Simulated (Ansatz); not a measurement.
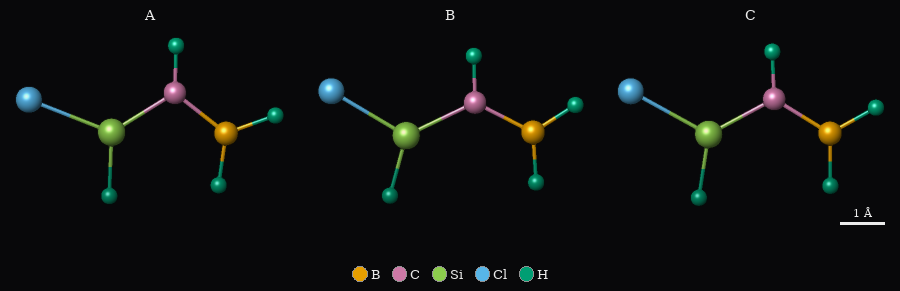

3 geometries from one relaxation of CH4BClSi, in shuffled order. Style: ball-and-stick. Shown face on.

The run prepares the start of a later molecular dynamics calculation, from a guessed geometry.

The calculation used RKS PBE-D4/def2-SVP in Ansatz. Settings: no spin polarisation; force threshold 0.02 eV/Å; at most 40 steps.

> Put them in the order of the run, from the start to the converged end.

B, C, A. They are steps 0, 2, 7, at +23.1 kJ/mol, +4.86 kJ/mol relative to the last. Over 6 accepted moves (7 points after the start) the energy falls by 23.1 kJ/mol. The largest force component goes from 1.7 to 0.013 eV/Å. The line search rejected the trial step at point 5 of the run. The largest move after the best rigid fit is that of an H atom, 0.45 Å. Largest moves by element: H 0.45 Å, C 0.22 Å, Cl 0.20 Å, B 0.16 Å, Si 0.15 Å. Some distances before and after: B–H 1.173 → 1.219 Å, C–Si 1.775 → 1.732 Å, Cl–Si 2.021 → 2.063 Å, H–Si 1.452 → 1.489 Å. Among the angles between lasting bonds that change: B–C–Si 127.1° → 109.7°, Si–C–H 114.3° → 123.7°, B–C–H 118.6° → 126.7°. The run took 48 s on 1 thread of Intel(R) Xeon(R) Processor @ 2.50GHz (Skylake/Cascade Lake), with other jobs on the host, peak memory 0.14 GiB.
